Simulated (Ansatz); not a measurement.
# BF2HO + HCl: a complex and its separated parts, part 2 of 2

Ansatz 0.2.0, Gaussian basis.

## Step 14: wB97X-V/def2-TZVPP

The inputs:

parta/in.yaml

```yaml
crystal:
  periodic: [false, false, false]
  atoms:
    - {symbol: B, position_ang: [-0.478174, 0.928973, -0.608975]}
    - {symbol: O, position_ang: [0.217570, -0.200760, -0.386101]}
    - {symbol: F, position_ang: [-0.570140, 1.477887, -1.814077]}
    - {symbol: F, position_ang: [-1.093316, 1.519753, 0.394523]}
    - {symbol: H, position_ang: [0.630419, -0.557315, -1.176132]}
basis:
  gaussian: {orbitals: def2-TZVPP}
hamiltonian: {xc: {name: wB97X-V}}
```

partb/in.yaml

```yaml
crystal:
  periodic: [false, false, false]
  atoms:
    - {symbol: H, position_ang: [0.507935, -1.207805, 1.297529]}
    - {symbol: Cl, position_ang: [0.785706, -1.960632, 2.293234]}
basis:
  gaussian: {orbitals: def2-TZVPP}
hamiltonian: {xc: {name: wB97X-V}}
```

The same command starts each run, in its folder.

On the command line:

```sh
$ ansatz run in.yaml --threads 4 --pin off --events-out ev --progress --plain --max-ram 9574MiB
```

Output in parta, shortened:

```text
Functional definition: wB97X-V
  name "wB97X-V"
  cite "Mardirossian & Head-Gordon, Phys. Chem. Chem. Phys. 16, 9904 (2014) doi:10.1039/C3CP54374A"
  cite "Becke, J. Chem. Phys. 107, 8554 (1997) doi:10.1063/1.475007"
  cite "Vydrov & Van Voorhis, J. Chem. Phys. 133, 244103 (2010) doi:10.1063/1.3521275"
[...]
      + integral(e_c_pw_opposite_spin*poly(b97_u_opposite, cos0, cos1)) + vv10(b, c)
691 factors; their error is unknown
148 factors; integrals over basis functions are off by at most 9.4e-6 eV
[...]
mean field -8179.10229598 eV, -300.5764653825 hartree, gradient 2.7e-5 eV, S^2 0.000000; 0 other end points of the search recorded, 0 dependent functions left out
reference -8179.10229434 eV, -300.5764653224 hartree; 16, 16 occupied and 122, 122 virtual orbitals, 691 factors
Total energy: -8179.10229434 eV, -300.5764653224 hartree
```

partb printed, shortened:

```text
[... 5 set-up lines as earlier in the session ...]
[...]
      + integral(e_c_pw_opposite_spin*poly(b97_u_opposite, cos0, cos1)) + vv10(b, c)
369 factors; their error is unknown
61 factors; integrals over basis functions are off by at most 9.1e-5 eV
[...]
mean field -12537.61273364 eV, -460.7487696621 hartree, gradient 5.7e-5 eV, S^2 0.000000; 0 other end points of the search recorded, 0 dependent functions left out
reference -12537.61273269 eV, -460.7487696272 hartree; 9, 9 occupied and 47, 47 virtual orbitals, 369 factors
Total energy: -12537.61273269 eV, -460.7487696272 hartree
```

Times: 3.1 s (parta), 0.75 s (partb) on 4 threads of Intel Xeon at 2.50GHz, shared host.

## Step 15: wB97M-V/def2-TZVPP

The same edit goes into each in.yaml of step 14 (parta, partb):

```diff
-hamiltonian: {xc: {name: wB97X-V}}
+hamiltonian: {xc: {name: wB97M-V}}
```

Each run has its own folder and the same command.

On the command line:

```sh
$ ansatz run in.yaml --threads 4 --pin off --events-out ev --progress --plain --max-ram 9574MiB
```

Log of parta, shortened:

```text
Functional definition: wB97M-V
  name "wB97M-V"
  cite "Mardirossian & Head-Gordon, J. Chem. Phys. 144, 214110 (2016) doi:10.1063/1.4952647"
[... 2 set-up lines as earlier in the session ...]
  # Of w^i u^j: cxij and so on, Table III.
[...]
  gx(w, u) = 1 - cx + cx01*u + cx10*w
[...]
      + integral(e_c_pw_mod_opposite_spin*gos(b97_w_opposite, b97_u_opposite)) + vv10(b, c)
691 factors; their error is unknown
148 factors; integrals over basis functions are off by at most 9.4e-6 eV
[...]
mean field -8179.83393627 eV, -300.6033526675 hartree, gradient 2.5e-5 eV, S^2 0.000000; 0 other end points of the search recorded, 0 dependent functions left out
reference -8179.83397698 eV, -300.6033541633 hartree; 16, 16 occupied and 122, 122 virtual orbitals, 691 factors
Total energy: -8179.83397698 eV, -300.6033541633 hartree
```

Output in partb, shortened:

```text
[... 5 set-up lines as earlier in the session ...]
  # Of w^i u^j: cxij and so on, Table III.
[...]
  gx(w, u) = 1 - cx + cx01*u + cx10*w
[...]
      + integral(e_c_pw_mod_opposite_spin*gos(b97_w_opposite, b97_u_opposite)) + vv10(b, c)
369 factors; their error is unknown
61 factors; integrals over basis functions are off by at most 9.1e-5 eV
[...]
mean field -12538.73839232 eV, -460.7901368555 hartree, gradient 5.7e-5 eV, S^2 0.000000; 0 other end points of the search recorded, 0 dependent functions left out
reference -12538.73841536 eV, -460.7901377024 hartree; 9, 9 occupied and 47, 47 virtual orbitals, 369 factors
Total energy: -12538.73841536 eV, -460.7901377024 hartree
```

They took 3 s (parta), 0.81 s (partb) on 4 threads of Intel Xeon at 2.50GHz, shared host.

## Step 16: B2PLYP/def2-TZVPP

The same edit goes into each in.yaml of step 15 (parta, partb):

```diff
-hamiltonian: {xc: {name: wB97M-V}}
+hamiltonian: {xc: {name: B2PLYP}}
```

The same command starts each run, in its folder.

On the command line:

```sh
$ ansatz run in.yaml --threads 4 --pin off --events-out ev --progress --plain --max-ram 9574MiB
```

parta printed, shortened:

```text
Functional definition: B2PLYP
  name "B2PLYP"
  cite "Grimme, J. Chem. Phys. 124, 034108 (2006) doi:10.1063/1.2148954"
[... 2 set-up lines as earlier in the session ...]
[...]
902 factors; integrals over basis functions are off by at most 1.1e-3 eV
[...]
mean field -8170.02901556 eV, -300.2430284771 hartree, gradient 4.7e-6 eV, S^2 0.000000; 0 other end points of the search recorded, 0 dependent functions left out
4 core orbitals not correlated: weight in the atoms' cores, before any rotation towards them, 1.000 or more for the frozen orbitals, at most 0.000 for the correlated occupied ones
reference -8170.02913258 eV, -300.2430327777 hartree; 12, 12 occupied and 122, 122 virtual orbitals, 902 factors
second order -26.62448341 eV of doubles, -0.00000000 eV of singles
Total energy: -8177.21774310 eV, -300.5072093418 hartree
```

Log of partb, shortened:

```text
[... 5 set-up lines as earlier in the session ...]
[...]
322 factors; integrals over basis functions are off by at most 1.4e-3 eV
[...]
mean field -12534.13736892 eV, -460.6210523645 hartree, gradient 9.7e-6 eV, S^2 0.000000; 0 other end points of the search recorded, 0 dependent functions left out
5 core orbitals not correlated: weight in the atoms' cores, before any rotation towards them, 1.000 or more for the frozen orbitals, at most 0.000 for the correlated occupied ones
reference -12534.13746568 eV, -460.6210559203 hartree; 4, 4 occupied and 47, 47 virtual orbitals, 322 factors
second order -6.68490473 eV of doubles, -0.00000000 eV of singles
Total energy: -12535.94238996 eV, -460.6873856640 hartree
```

Wall times: 2.1 s (parta), 0.51 s (partb) on 4 threads of Intel Xeon at 2.50GHz, shared host.

## Step 17: PBE-QIDH/def2-TZVPP

Each input of step 16 (parta, partb) changes in the same lines:

```diff
-hamiltonian: {xc: {name: B2PLYP}}
+hamiltonian: {xc: {name: PBE-QIDH}}
```

One command serves all of them, each in its own folder.

On the command line:

```sh
$ ansatz run in.yaml --threads 4 --pin off --events-out ev --progress --plain --max-ram 9574MiB
```

Output in parta, shortened:

```text
Functional definition: PBE-QIDH
  name "PBE-QIDH"
  cite "Brémond, Sancho-García, Pérez-Jiménez & Adamo, J. Chem. Phys. 141, 031101 (2014) doi:10.1063/1.4890314"
[... 1 set-up line as earlier in the session ...]
[...]
902 factors; integrals over basis functions are off by at most 1.1e-3 eV
[...]
mean field -8164.37833637 eV, -300.0353698473 hartree, gradient 1.6e-6 eV, S^2 0.000000; 0 other end points of the search recorded, 0 dependent functions left out
4 core orbitals not correlated: weight in the atoms' cores, before any rotation towards them, 1.000 or more for the frozen orbitals, at most 0.000 for the correlated occupied ones
reference -8164.37834513 eV, -300.0353701691 hartree; 12, 12 occupied and 122, 122 virtual orbitals, 902 factors
second order -24.89858107 eV of doubles, -0.00000000 eV of singles
Total energy: -8172.67787215 eV, -300.3403721616 hartree
```

Log of partb, shortened:

```text
[... 4 set-up lines as earlier in the session ...]
[...]
322 factors; integrals over basis functions are off by at most 1.4e-3 eV
[...]
mean field -12531.03297981 eV, -460.5069681689 hartree, gradient 2.4e-6 eV, S^2 0.000000; 0 other end points of the search recorded, 0 dependent functions left out
5 core orbitals not correlated: weight in the atoms' cores, before any rotation towards them, 1.000 or more for the frozen orbitals, at most 0.000 for the correlated occupied ones
reference -12531.03298618 eV, -460.5069684030 hartree; 4, 4 occupied and 47, 47 virtual orbitals, 322 factors
second order -6.22514022 eV of doubles, -0.00000000 eV of singles
Total energy: -12533.10803292 eV, -460.5832249642 hartree
```

They took 2.4 s (parta), 0.56 s (partb) on 4 threads of Intel Xeon at 2.50GHz, shared host.

## Step 18: RPA on PBE/def2-TZVPP

Each input of step 17 (parta, partb) changes in the same lines:

```diff
-hamiltonian: {xc: {name: PBE-QIDH}}
+hamiltonian: {xc: pbe}
+correlation: {method: rpa}
```

The same command starts each run, in its folder.

On the command line:

```sh
$ ansatz run in.yaml --threads 4 --pin off --events-out ev --progress --plain --max-ram 9574MiB
```

Output in parta, shortened:

```text
[... 4 set-up lines as earlier in the session ...]
[...]
902 factors; integrals over basis functions are off by at most 1.1e-3 eV
[...]
mean field -8173.43055532 eV, -300.3680327577 hartree, gradient 1.8e-6 eV, S^2 0.000000; 0 other end points of the search recorded, 0 dependent functions left out
4 core orbitals not correlated: weight in the atoms' cores, before any rotation towards them, 1.000 or more for the frozen orbitals, at most 0.000 for the correlated occupied ones
reference -8144.10166329 eV, -299.2902158556 hartree; 12, 12 occupied and 122, 122 virtual orbitals, 902 factors
Total energy: -8177.77918517 eV, -300.5278419572 hartree
```

Output in partb, shortened:

```text
[... 4 set-up lines as earlier in the session ...]
[...]
322 factors; integrals over basis functions are off by at most 1.4e-3 eV
[...]
mean field -12534.30960843 eV, -460.6273820495 hartree, gradient 3.3e-6 eV, S^2 0.000000; 0 other end points of the search recorded, 0 dependent functions left out
5 core orbitals not correlated: weight in the atoms' cores, before any rotation towards them, 1.000 or more for the frozen orbitals, at most 0.000 for the correlated occupied ones
reference -12519.65926893 eV, -460.0889920034 hartree; 4, 4 occupied and 47, 47 virtual orbitals, 322 factors
Total energy: -12529.02201436 eV, -460.4330665514 hartree
```

Wall times: 2.2 s (parta), 0.51 s (partb) on 4 threads of Intel Xeon at 2.50GHz, shared host.

## Step 19: CCSD(T)/def2-TZVPP

Each input of step 18 (parta, partb) changes in the same lines:

```diff
-hamiltonian: {xc: pbe}
-correlation: {method: rpa}
+correlation: {method: ccsd_t}
```

One command serves all of them, each in its own folder.

On the command line:

```sh
$ ansatz run in.yaml --threads 4 --pin off --events-out ev --progress --plain --max-ram 9574MiB
```

Output in parta, shortened:

```text
Functional definition: HF
  name "HF"
  cite "Fock, Z. Phys. 61, 126 (1930) doi:10.1007/BF01340294"
[... 1 set-up line as earlier in the session ...]
[...]
902 factors; integrals over basis functions are off by at most 1.1e-3 eV
[...]
mean field -8145.33134914 eV, -299.3354059770 hartree, gradient 2.8e-6 eV, S^2 0.000000; 0 other end points of the search recorded, 0 dependent functions left out
4 core orbitals not correlated: weight in the atoms' cores, before any rotation towards them, 1.000 or more for the frozen orbitals, at most 0.000 for the correlated occupied ones
reference -8145.33134914 eV, -299.3354059770 hartree; 12, 12 occupied and 122, 122 virtual orbitals, 902 factors
second order -22.48458876 eV of doubles, -0.00000000 eV of singles
cycle   1  -22.12803603 eV  change    3.6e-1 eV  update   8.8e-2
[...]
cycle   9  -22.61140912 eV  change    1.9e-6 eV  update   9.1e-6
perturbative correction -0.68621463 eV, -0.0252179225 hartree
Total energy: -8168.62897289 eV, -300.1915778581 hartree
```

Log of partb, shortened:

```text
[... 4 set-up lines as earlier in the session ...]
[...]
322 factors; integrals over basis functions are off by at most 1.4e-3 eV
[...]
mean field -12519.93381209 eV, -460.0990812784 hartree, gradient 2.9e-6 eV, S^2 0.000000; 0 other end points of the search recorded, 0 dependent functions left out
5 core orbitals not correlated: weight in the atoms' cores, before any rotation towards them, 1.000 or more for the frozen orbitals, at most 0.000 for the correlated occupied ones
reference -12519.93381209 eV, -460.0990812784 hartree; 4, 4 occupied and 47, 47 virtual orbitals, 322 factors
second order -5.53925046 eV of doubles, -0.00000000 eV of singles
cycle   1  -5.96027604 eV  change   -4.2e-1 eV  update   3.9e-2
[...]
cycle   7  -6.10181429 eV  change   -5.6e-6 eV  update   7.9e-6
perturbative correction -0.21572067 eV, -0.0079275884 hartree
Total energy: -12526.25134704 eV, -460.3312464058 hartree
```

Times: 13 s (parta), 0.61 s (partb) on 4 threads of Intel Xeon at 2.50GHz, shared host; peak memory 0.88 GiB.

## Step 20: Vibrations of BF2HO

File vib-parta/in.yaml:

```yaml
crystal:
  periodic: [false, false, false]
  atoms:
    - {symbol: B, position_ang: [-0.478174, 0.928973, -0.608975]}
    - {symbol: O, position_ang: [0.217570, -0.200760, -0.386101]}
    - {symbol: F, position_ang: [-0.570140, 1.477887, -1.814077]}
    - {symbol: F, position_ang: [-1.093316, 1.519753, 0.394523]}
    - {symbol: H, position_ang: [0.630419, -0.557315, -1.176132]}
basis:
  gaussian: {orbitals: def2-TZVP}
hamiltonian: {xc: pbe0, dispersion: d4}
phonons: {temperatures: {t_min: 298.15, t_max: 900, t_step: 200}}
```

On the command line:

```sh
$ ansatz run in.yaml --threads 4 --pin off --events-out ev --progress --plain --max-ram 9574MiB
```

The log of the run, shortened:

```text
[... 5 set-up lines as earlier in the session ...]
[...]
676 factors; their error is unknown
[...]
mean field -8173.53134945 eV, -300.3717368737 hartree, gradient 4.4e-5 eV, S^2 0.000000; 0 other end points of the search recorded, 0 dependent functions left out
[...]
Atom 2 at    -0.570140     1.477887    -1.814077 Å, force    -0.000286     0.001437    -0.002554 eV/Å
Atom 3 at    -1.093316     1.519753     0.394523 Å, force    -0.001400     0.001316     0.002002 eV/Å
Atom 4 at     0.630419    -0.557315    -1.176132 Å, force     0.000444    -0.001091     0.000248 eV/Å
Dipole moment:     0.216852    -0.237933    -0.266112 e Å
Vibrations: 443.01 477.85 541.63 686.90 893.41 1004.84 1450.86 1509.60 3902.45 cm⁻¹, zero-point energy 0.676368 eV
```

Run time: 36 s. Hardware: 4 threads of Intel Xeon at 2.50GHz, shared host.

The modes, with what each moves most:

```csv
mode,wavenumber (cm⁻¹),character
1,443,bend
2,478,bend
3,542,torsion
4,687,out-of-plane bend with torsion
5,893,B–F and B–O stretch
6,1005,bend
7,1451,B–F stretch
8,1510,B–O and B–F stretch
9,3902,O–H stretch
```

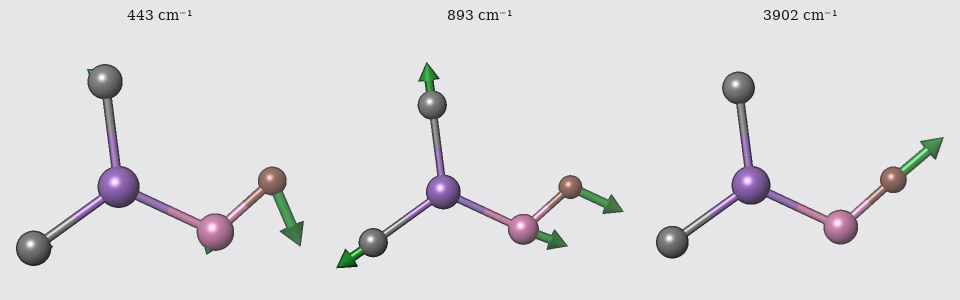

Displacements of 3 modes, as arrows.

Vibrational sums (real modes only):

```csv
T (K),entropy (J/mol/K),heat capacity (J/mol/K)
298,11.2,24.0
498,27.9,40.8
698,43.3,50.4
898,56.8,56.2
```

## Step 21: Vibrations of HCl

File vib-partb/in.yaml:

```yaml
crystal:
  periodic: [false, false, false]
  atoms:
    - {symbol: H, position_ang: [0.507935, -1.207805, 1.297529]}
    - {symbol: Cl, position_ang: [0.785706, -1.960632, 2.293234]}
basis:
  gaussian: {orbitals: def2-TZVP}
hamiltonian: {xc: pbe0, dispersion: d4}
phonons: {temperatures: {t_min: 298.15, t_max: 900, t_step: 200}}
```

On the command line:

```sh
$ ansatz run in.yaml --threads 4 --pin off --events-out ev --progress --plain --max-ram 9574MiB
```

The log of the run, shortened:

```text
[... 5 set-up lines as earlier in the session ...]
[...]
312 factors; their error is unknown
[...]
mean field -12535.31645839 eV, -460.6643831030 hartree, gradient 4.2e-5 eV, S^2 0.000000; 0 other end points of the search recorded, 0 dependent functions left out
[...]
reference -12535.31636857 eV, -460.6643798024 hartree; 9, 9 occupied and 34, 34 virtual orbitals, 312 factors
Total energy: -12535.32105158 eV, -460.6645519000 hartree
Atom 0 at     0.507935    -1.207805     1.297529 Å, force    -0.000476     0.001290    -0.001706 eV/Å
Atom 1 at     0.785706    -1.960632     2.293234 Å, force     0.000476    -0.001290     0.001706 eV/Å
Dipole moment:    -0.057040     0.154592    -0.204467 e Å
Vibrations: 2997.55 cm⁻¹, zero-point energy 0.185825 eV
```

Run time: 2.9 s. Hardware: 4 threads of Intel Xeon at 2.50GHz, shared host.

The modes, with what each moves most:

```csv
mode,wavenumber (cm⁻¹),character
1,2998,Cl–H stretch
```

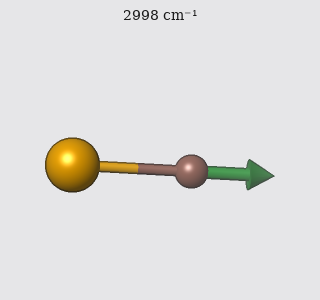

How the atoms move in 1 of the modes.

Vibrational sums (real modes only):

```csv
T (K),entropy (J/mol/K),heat capacity (J/mol/K)
298,0.0,0.0
498,0.0,0.1
698,0.1,0.7
898,0.4,1.6
```

## Step 22: Complex less separated parts

The complex's own energies come from single points at the same levels.

Rows are in def2-TZVPP; times add the 3 runs of a level on a shared host, so small differences are noise.

Differences are taken before rounding.

```csv
method,rung,complex less parts (kJ/mol),from CCSD(T) (kJ/mol),time
SPW92,LDA,-25.7,-11.9,2.3 s
PBE-D4,GGA,-17.6,-3.8,3.4 s
BLYP-D4,GGA,-16.3,-2.5,3.5 s
r2SCAN-D4,meta-GGA,-15.5,-1.7,5.8 s
B97M-V,meta-GGA,-15.7,-1.9,9.3 s
PBE0-D4,hybrid,-16.3,-2.6,4.2 s
B3LYP-D4,hybrid,-16.2,-2.4,4.6 s
r2SCAN0-D4,hybrid,-15.3,-1.5,6.1 s
BHLYP-D4,hybrid,-16.1,-2.3,4.4 s
CAM-B3LYP-D4,range-separated hybrid,-17.1,-3.3,4.8 s
wB97X-V,range-separated hybrid,-14.7,-0.9,10 s
wB97M-V,range-separated hybrid,-14.6,-0.8,9.9 s
B2PLYP,double hybrid,-13.1,+0.6,6.9 s
PBE-QIDH,double hybrid,-14.1,-0.4,7.4 s
RPA on PBE,RPA,-10.8,+3.0,6.7 s
Hartree-Fock,wavefunction,-6.2,+7.5,
MP2,wavefunction,-15.0,-1.3,
CCSD,wavefunction,-12.4,+1.4,
CCSD(T),wavefunction,-13.8,0,81 s
```

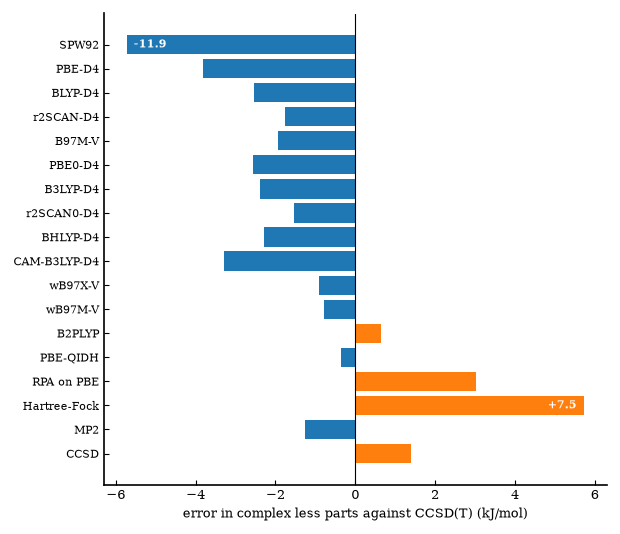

How far each level lands from CCSD(T). Bars with a number in them are cut short.

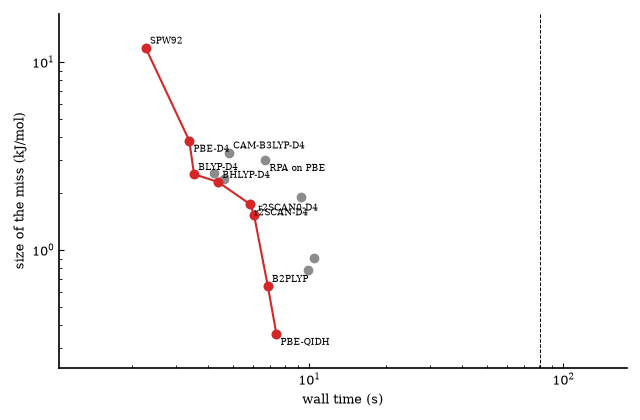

Miss against cost. Red marks the levels that no quicker level drawn beats (of those quicker than the yardstick), and the dashed line is the time of CCSD(T). Only those levels and the largest misses are named. Times are from a shared host.

PBE-QIDH reaches 0.4 kJ/mol from the reference in 7.4 s, where CCSD(T) took 81 s; the quickest level in the cost chart, SPW92, takes 2.3 s and misses by 11.9 kJ/mol.

The complex's zero-point energy, from a separate PBE0-D4 run, is 0.911 eV.

## Step 23: Outcome

What follows sums up all 2 parts.

```
                              quantity         value
complex less parts, CCSD(T)/def2-TZVPP  -13.8 kJ/mol
                with zero-point energy   -9.1 kJ/mol
                 largest T1 diagnostic         0.012
```

In words: At CCSD(T) the complex lies 13.8 kJ/mol below its parts. The functionals run from PBE-QIDH, off by -0.4 kJ/mol, to SPW92, off by -11.9 kJ/mol, against CCSD(T). Mean unsigned error by rung: LDA 11.9, GGA 3.2, meta-GGA 1.8, hybrid 2.2, range-separated hybrid 1.7, double hybrid 0.5 kJ/mol. PBE-D4 gives a relative energy 3.8 kJ/mol too low, inside chemical accuracy (1 kcal/mol, 4.2 kJ/mol). No counterpoise was applied, and triple zeta lacks some correlation, so the CCSD(T) reference has a basis error of its own, and close matches with it are partly luck.
